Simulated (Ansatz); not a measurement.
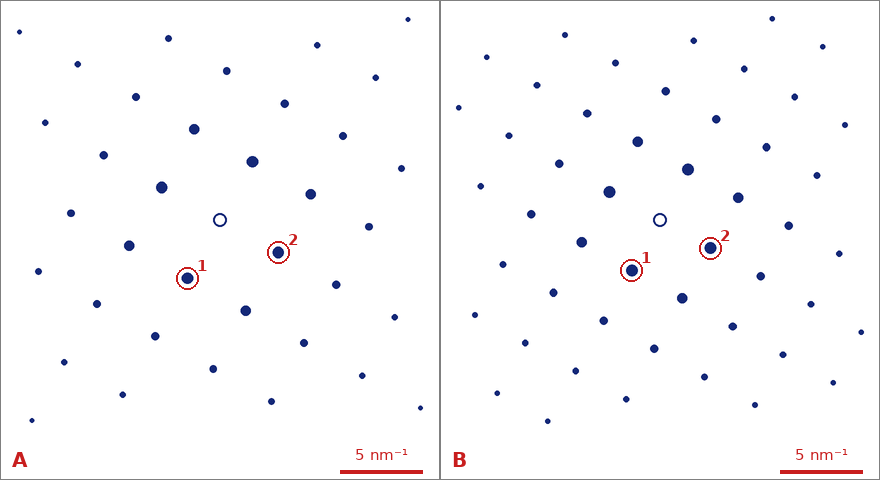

Kinematic electron diffraction patterns (200 kV, B = 0.5 Å², same scale) along [110] of the run's own cell, for the start and the end of one relaxation of AgPb2 with DFT PBE, scalar-relativistic, plane waves, PAW (Ansatz 0.2.0). k mesh 16×16×16. The start is a generated model structure, and the relaxation ends in the nearest stationary point of its symmetry, not necessarily the ground state. Spot 1 is -1 1 0 and spot 2 is 0 0 1 in both.

Start structure:

```
Ag Pb
1.0
    -1.99884    1.99884    4.90340
     1.99884   -1.99884    4.90340
     1.99884    1.99884   -4.90340
Ag Pb
1 2
Direct
  0.00000 0.00000 0.00000
  0.66500 0.66500 0.00000
  0.33500 0.33500 0.00000
```

Q: Which pattern belongs to the start structure, and which to the relaxed one?

A: B is the start: its cell gives d(1) = 2.827 Å, d(2) = 2.827 Å and an angle of 90.0°. A is the relaxed structure, with d(1) = 2.444 Å (-13.5 %), d(2) = 2.444 Å (-13.5 %) and 90.0°.

Q: What did the relaxation do to the structure and the energy?

A: The volume changed by +3.2 % to 26.95 Å³ an atom; with the mean shift removed, the atoms moved by up to 0.25 Å relative to the cell (Pb most); the space group stayed I4/mmm (No. 139); the free energy fell by 94 meV an atom. Relaxed cell: a = 7.195 Å, b = 7.195 Å, c = 7.195 Å, α = 152.20°, β = 152.20°, γ = 39.72°.
